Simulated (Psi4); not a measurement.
# CH5BClN (SMILES CNBCl): revPBE/def2-SVP

Aim: the energy change on altering one bond length of CH5BClN at revPBE/def2-SVP, from 2 runs. 

Program for the calculation: Psi4 1.11.

### Step 1. The system as given

The species is CH5BClN (9 atoms), meant as a singlet with charge 0. SMILES: `CNBCl`. The shape is that of a PBE0-D4/def2-TZVP optimisation. This is one conformer, not always the lowest.

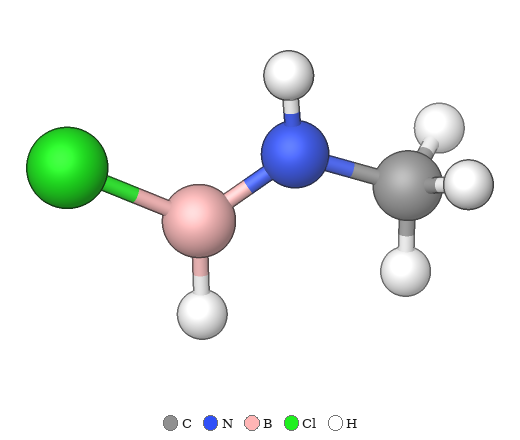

Viewed from a chosen angle; carbon grey, nitrogen blue, boron pink, chlorine green, hydrogen white.

### Step 2. The energy at revPBE/def2-SVP

The input, calc.in:

```
memory 1600 MB

molecule {
  C      0.510100     0.482100    -0.973400
  N     -0.407900    -0.226000    -0.111700
  B     -0.261100    -0.415200     1.248200
  Cl    -1.495300    -1.314500     2.144800
  H      0.907000    -0.170400    -1.756500
  H      0.027900     1.338900    -1.452800
  H      1.346700     0.849900    -0.380000
  H     -1.220500    -0.605500    -0.573900
  H      0.681600     0.014200     1.838200
  symmetry c1
}

set {
  basis                def2-SVP
  reference            rks
  puream               true
  e_convergence        1e-09
  d_convergence        1e-08
  scf_type             pk
  dft_radial_points    99
  dft_spherical_points 590
}

E, wfn = energy("revpbe", return_wfn=True)
oeprop(wfn, "MULLIKEN_CHARGES", "MAYER_INDICES", "QUADRUPOLE", title="REVPBE")
print_variables()
```

Launch:

```console
$ psi4 -i calc.in -o calc.out -n 1
```

calc.out:

```text
[...]
  Running in c1 symmetry.
[...]
  Nuclear repulsion =  139.526732547656678
[...]
  Multiplicity = 1
[...]
  Nalpha       = 20
  Nbeta        = 20
[...]
    Number of basis functions: 85
[...]
   @RKS iter   1:  -580.25541516355281   -1.42795e-02   1.00337e-02 DIIS/ADIIS
[...]
   @RKS iter  12:  -580.63956644385667   -3.41061e-12   3.44880e-09 DIIS
[...]
    Orbital Energies [Eh]
    ---------------------
    Doubly Occupied:
       1A   -100.631188     2A    -14.021373     3A     -9.945199
       4A     -9.154967     5A     -6.977253     6A     -6.971158
       7A     -6.969587     8A     -6.544022     9A     -0.824427
      10A     -0.734008    11A     -0.617270    12A     -0.491705
      13A     -0.434394    14A     -0.397637    15A     -0.380098
      16A     -0.343788    17A     -0.316237    18A     -0.291693
      19A     -0.250221    20A     -0.230489
[...]
  @RKS Final Energy:  -580.63956644385667
   => Energetics <=
    Nuclear Repulsion Energy =            139.5267325476566782
    One-Electron Energy =               -1074.0749485303117581
    Two-Electron Energy =                 400.3314493028042307
    DFT Exchange-Correlation Energy =     -46.4227997640058163
    Empirical Dispersion Energy =           0.0000000000000000
    VV10 Nonlocal Energy =                  0.0000000000000000
    Total Energy =                       -580.6395664438566655
[...]
 Multipole Moments:
 ------------------------------------------------------------------------------------
     Multipole            Electronic (a.u.)      Nuclear  (a.u.)        Total (a.u.)
 ------------------------------------------------------------------------------------
 L = 1.  Multiply by 2.5417464519 to convert [e a0] to [Debye]
 Dipole X            :         -5.0010982            5.1900071            0.1889089
 Dipole Y            :         -4.3124890            4.6367727            0.3242836
 Dipole Z            :          6.9456289           -8.0071236           -1.0614947
 Magnitude           :                                                    1.1258851
 L = 2.  Multiply by 1.3450342976 to convert [e a0^2] to [Debye ang]
 Quadrupole XX       :       -132.0618942          108.9495937          -23.1123005
 Quadrupole XY       :        -87.3603933           87.8113102            0.4509168
[...]
  Mulliken Charges: (a.u.)
   Center  Symbol    Alpha    Beta     Spin     Total
       1     C     2.94980  2.94980  0.00000  0.10040
       2     N     3.54102  3.54102  0.00000 -0.08203
       3     B     2.53129  2.53129  0.00000 -0.06257
       4    CL     8.56360  8.56360  0.00000 -0.12720
       5     H     0.48741  0.48741  0.00000  0.02519
       6     H     0.48741  0.48741  0.00000  0.02517
       7     H     0.48444  0.48444  0.00000  0.03112
       8     H     0.44070  0.44070  0.00000  0.11861
       9     H     0.51435  0.51435  0.00000 -0.02869
   Total alpha = 20.00000, Total beta = 20.00000, Total charge =  0.00000
[...]
```

Run time: 40 s. Hardware: 1 thread of Intel Xeon Platinum 8259CL at 2.50GHz (Skylake/Cascade Lake), shared host; peak memory 0.85 GiB.

### Step 3. The distorted shape at the same level

The input, ch5bcln.inp:

```
memory 1600 mb

molecule geom {
  C      0.488085     0.510473    -1.177338
  N     -0.429915    -0.197627    -0.315638
  B     -0.261100    -0.415200     1.248200
  Cl    -1.495300    -1.314500     2.144800
  H      0.884985    -0.142027    -1.960438
  H      0.005885     1.367273    -1.656738
  H      1.324685     0.878273    -0.583938
  H     -1.242515    -0.577127    -0.777838
  H      0.681600     0.014200     1.838200
  units angstrom
  symmetry c1
}

set globals {
  basis def2-SVP
  puream true
  e_convergence 1e-09
  d_convergence 1e-08
  scf_type pk
  dft_radial_points 99
  dft_spherical_points 590
}

energy_value, wavefunction = energy('revpbe', return_wfn=True)
oeprop(wavefunction, 'LOWDIN_CHARGES', 'DIPOLE', 'MAYER_INDICES')
```

Launch:

```console
$ psi4 ch5bcln.inp ch5bcln.out -n 1
```

ch5bcln.out:

```text
[...]
  Running in c1 symmetry.
[...]
  Nuclear repulsion =  134.602455904229998
[...]
  Multiplicity = 1
[...]
  Nalpha       = 20
  Nbeta        = 20
[...]
    Number of basis functions: 85
[...]
   @RKS iter   1:  -580.25587528857727   -1.72390e-01   9.70124e-03 ADIIS/DIIS
[...]
   @RKS iter  12:  -580.62140530755937   -1.11413e-11   5.34888e-09 DIIS
[...]
    Orbital Energies [Eh]
    ---------------------
    Doubly Occupied:
       1A   -100.645134     2A    -14.019898     3A     -9.938282
       4A     -9.168649     5A     -6.990991     6A     -6.985035
       7A     -6.983119     8A     -6.577915     9A     -0.797947
      10A     -0.745383    11A     -0.600233    12A     -0.468572
      13A     -0.423427    14A     -0.386546    15A     -0.382232
      16A     -0.331969    17A     -0.330519    18A     -0.295907
      19A     -0.258950    20A     -0.210675
[...]
  @RKS Final Energy:  -580.62140530755937
   => Energetics <=
    Nuclear Repulsion Energy =            134.6024559042299984
    One-Electron Energy =               -1064.2196562127428479
    Two-Electron Energy =                 395.3288964771832070
    DFT Exchange-Correlation Energy =     -46.3331014762297997
    Empirical Dispersion Energy =           0.0000000000000000
    VV10 Nonlocal Energy =                  0.0000000000000000
    Total Energy =                       -580.6214053075593711
[...]
 Multipole Moments:
 ------------------------------------------------------------------------------------
     Multipole            Electronic (a.u.)      Nuclear  (a.u.)        Total (a.u.)
 ------------------------------------------------------------------------------------
 L = 1.  Multiply by 2.5417464519 to convert [e a0] to [Debye]
 Dipole X            :         -5.0007043            5.1316868            0.1309825
 Dipole Y            :         -4.4747665            4.7119360            0.2371695
 Dipole Z            :          7.7503987           -8.5473789           -0.7969802
 Magnitude           :                                                    0.8417739
[...]
```

Wall time 30 s (1 thread of Intel Xeon Platinum 8259CL at 2.50GHz (Skylake/Cascade Lake), shared host); peak memory 0.83 GiB.

### Step 4. What came out

At revPBE/def2-SVP:

```
                                                         quantity          value
                                        first shape: total energy  -580.63957 Eh
                                       first shape: dipole moment         2.86 D
                                         first shape: HOMO energy       -6.27 eV
                                         first shape: LUMO energy       -0.28 eV
                                       first shape: HOMO–LUMO gap        6.00 eV
                                    distorted shape: total energy  -580.62141 Eh
                                   distorted shape: dipole moment         2.14 D
                                     distorted shape: HOMO energy       -5.73 eV
                                     distorted shape: LUMO energy       -1.06 eV
                                   distorted shape: HOMO–LUMO gap        4.67 eV
energy change with the N2–B3 bond stretched from 1.381 to 1.588 Å       0.494 eV
```

In words: With the N2–B3 bond stretched from 1.381 to 1.588 Å the energy rises by 0.49 eV (47.7 kJ/mol). The first shape isn't relaxed at this level, so the change isn't measured from a minimum. Mulliken charges (first shape) run from -0.13 on Cl4 to +0.12 on H8; they depend strongly on the basis.
